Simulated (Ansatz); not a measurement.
**ClGeH3···H3Si (doublet): density, localisation and related maps**

Input

```
crystal:
  periodic: [false, false, false]
  atoms:
    - {symbol: Cl, position_ang: [-0.228080, 0.668136, -0.291562]}
    - {symbol: Si, position_ang: [0.846213, -2.684334, 1.315308]}
    - {symbol: Ge, position_ang: [-0.799296, 2.524307, -1.229947]}
    - {symbol: H, position_ang: [1.182725, -2.449485, 2.743975]}
    - {symbol: H, position_ang: [2.035964, -3.152287, 0.557109]}
    - {symbol: H, position_ang: [-0.281347, -3.643898, 1.183813]}
    - {symbol: H, position_ang: [-2.247083, 2.810843, -0.819176]}
    - {symbol: H, position_ang: [0.159515, 3.603200, -0.716543]}
    - {symbol: H, position_ang: [-0.668712, 2.323618, -2.743077]}
basis:
  gaussian: {orbitals: def2-TZVPP}
magnetization: {spin_polarized: true, initial_magnetization: 1}
hamiltonian: {xc: pbe0, dispersion: d4}
output: {orbitals: {seedname: orbitals}}
```

Run with:

```sh
ansatz run in.yaml --threads 8 --pin off --events-out ev --progress --plain --max-ram 19148MiB
```

The product side of a reaction path; geometry: PBE0-D4/def2-TZVP.

Computed with UKS PBE0-D4/def2-TZVPP (Ansatz 0.2.0).

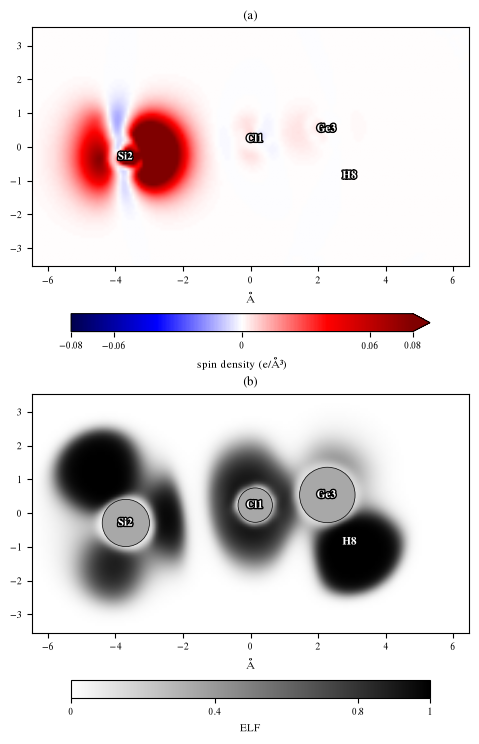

Figure 1. (a) spin density (α minus β); (b) ELF on the plane of atoms Cl1, Ge3 and H8. Grey discs cover the atomic cores in the ELF map.

> Describe what can be read from this map.

The plane passes through Cl, Si, Ge and H nuclei.
Si2···Cl1 (3.87 Å): the ELF dips to about 0 between them: a non-bonded, intermolecular contact.
Ge–Cl (2.16 Å): the ELF peaks at about 0.85 in the valence shell of Cl, 0.9 Å from its nucleus, and is about 0.70 at the midpoint.
Ge–H (1.53 Å): the ELF climbs to about 1 towards the hydrogen.
The ELF also peaks beside Cl1, away from the bonds: non-bonding electrons, paired or unpaired.
The unpaired spin (1 electron) lies mostly on Si2 (about 0.8), in electrons by Hirshfeld's partition.

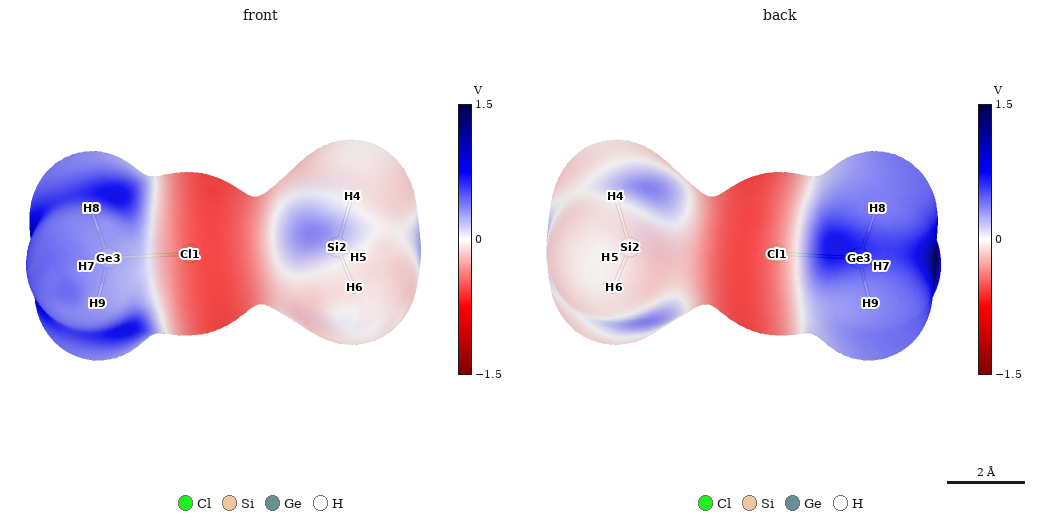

Figure 2. The molecular electrostatic potential painted on the density surface at 0.001 e/bohr³, seen from the front and from behind; red is negative and blue positive.

> Where is the surface potential most negative and most positive?

The most negative region (about −0.5 V) lies over Cl1, the most positive (about +1.4 V) over Ge3.

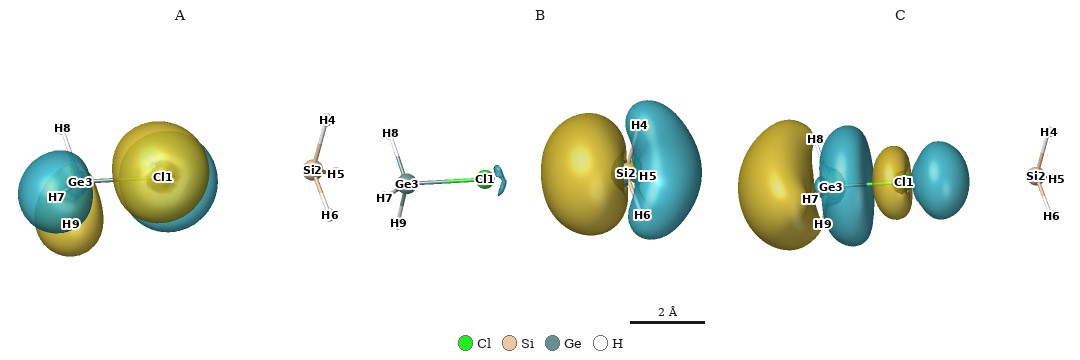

Figure 3. Three frontier orbitals at ±0.08 Å⁻³ᐟ² (yellow and cyan are the two phases), in no order.

> Which picture is the HOMO−1, the HOMO and the LUMO? All are α orbitals.

A is the HOMO−1 (α) (−8.79 eV). By Hirshfeld shares it lies mainly on Cl1 (about 70 %), Ge3 (about 10 %), H7 (about 10 %) and H9 (about 5 %); largely a lone pair of Cl1. B is the HOMO (α) (−6.16 eV). It lies mainly on Si2 (about 80 %). C is the LUMO (α) (−0.28 eV). By Hirshfeld shares it lies mainly on Ge3 (about 55 %) and Cl1 (about 25 %).

> What is the gap between the highest occupied and lowest empty α orbitals?

5.88 eV between the orbital energies.
